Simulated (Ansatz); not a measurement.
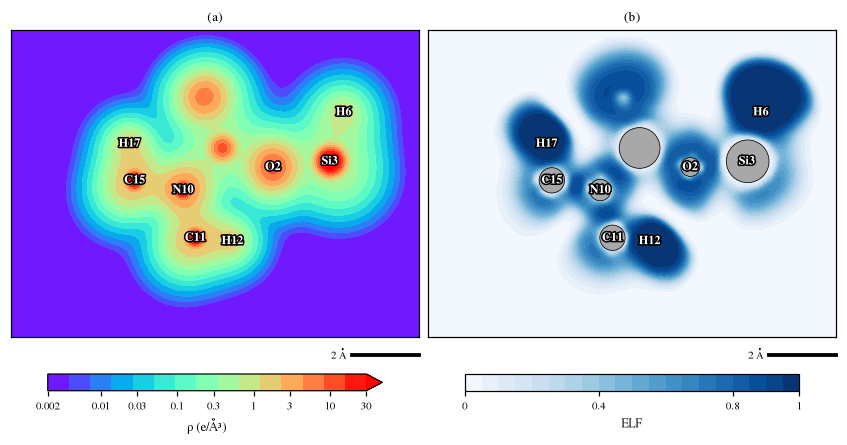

The picture shows: C$_{2}$H$_{10}$FNO$_{2}$Si$_{2}$. (a) electron density; (b) ELF on the plane of atoms N10, C15 and H17. Grey discs cover the atomic cores in the ELF map.

All numbers below come from Ansatz 0.2.0, RKS PBE/6-31G.

The calculation's input:

```
crystal:
  periodic: [false, false, false]
  atoms:
    - { symbol: Si, position_ang: [0.0, 0.0, 0.0] }
    - { symbol: O, position_ang: [0.0, 0.0, 1.68] }
    - { symbol: Si, position_ang: [-1.3147, -0.4067, 2.6436] }
    - { symbol: H, position_ang: [-2.239, -1.2403, 1.8804] }
    - { symbol: H, position_ang: [-0.8506, -1.1432, 3.8157] }
    - { symbol: H, position_ang: [-1.9987, 0.8095, 3.0733] }
    - { symbol: F, position_ang: [1.4994, 0.0, -0.5295] }
    - { symbol: O, position_ang: [-0.7913, 1.3709, -0.5594] }
    - { symbol: H, position_ang: [-1.7491, 1.1401, -0.7818] }
    - { symbol: "N", position_ang: [-0.8572, -1.4851, -0.6061] }
    - { symbol: C, position_ang: [-1.5991, -2.3398, 0.332] }
    - { symbol: H, position_ang: [-1.2218, -2.1735, 1.3626] }
    - { symbol: H, position_ang: [-2.6791, -2.0872, 0.2887] }
    - { symbol: H, position_ang: [-1.4574, -3.4051, 0.0541] }
    - { symbol: C, position_ang: [-0.8082, -1.8308, -2.034] }
    - { symbol: H, position_ang: [-1.6103, -1.2865, -2.5747] }
    - { symbol: H, position_ang: [0.1794, -1.5432, -2.4511] }
    - { symbol: H, position_ang: [-0.9565, -2.9241, -2.1559] }
basis:
  gaussian: { orbitals: "6-31G" }
hamiltonian:
  xc: pbe
relax:
  f_tol: 0.02
  max_steps: 40
output:
  orbitals: {}
```

Run with:

```sh
ansatz run input.yaml --threads 2 --pin off --max-ram 3072MiB --backend cpu --events-out ev --progress --plain --runs-dir out
```

The fields are those of the run's last geometry, not of the input's.

What does the map show?

The section cuts through O, Si, H, N and C sites.
C–N (1.47 Å): ρ at the midpoint is about 1.7 e/Å³; the ELF peaks at about 0.90 between the atoms (a covalent bond).
Si–O (1.74 Å): ρ is about 0.77 e/Å³ halfway; the ELF peaks at about 0.85 between the atoms (a polar covalent bond).
C–H (1.10 Å): ρ is about 1.9 e/Å³ halfway; the ELF climbs to about 1 towards the hydrogen, as it does in any bond to H: an ordinary covalent bond to hydrogen.
The ELF also peaks beside O2 and O8, away from the bonds: lone-pair regions.
